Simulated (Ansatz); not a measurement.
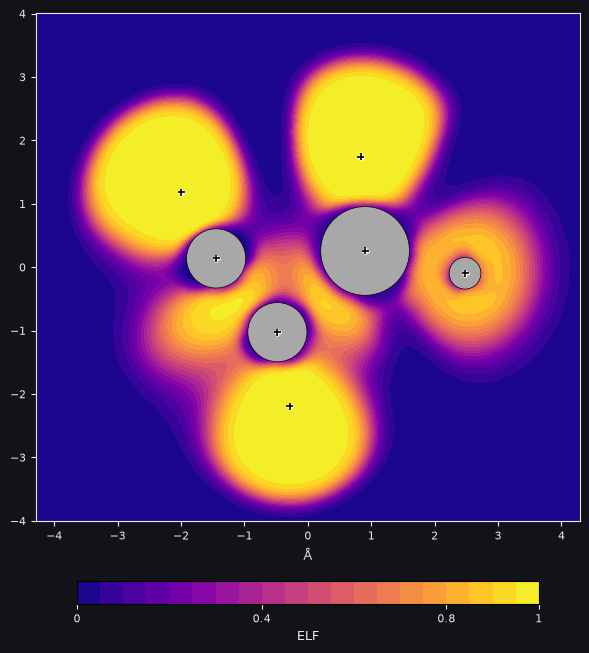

The ELF on a plane through atoms (crosses mark nuclei in the plane; grey discs cover the cores).

These are results of isolated molecule in a Gaussian basis; Kohn-Sham density functional theory, functional PBE0 in Ansatz, not measurements.

Candidates:
A. CH₂BrClGe (SMILES [CH2]=[Ge]([Cl])[Br])
B. C₂F₂O (SMILES [O]/C(F)=[C+]/F) (charge +1, doublet)
C. B₂FH₃Si

Which system is this?

Answer. Candidate C: B₂FH₃Si on the molecular plane, which holds B, F, Si and H. B–B (1.51 Å): the ELF peaks at about 0.95 between the atoms, as expected for a covalent bond. Si–F (1.62 Å): the ELF peaks at about 0.85 in the valence shell of F, 0.6 Å from its nucleus, and is about 0.50 at the midpoint.
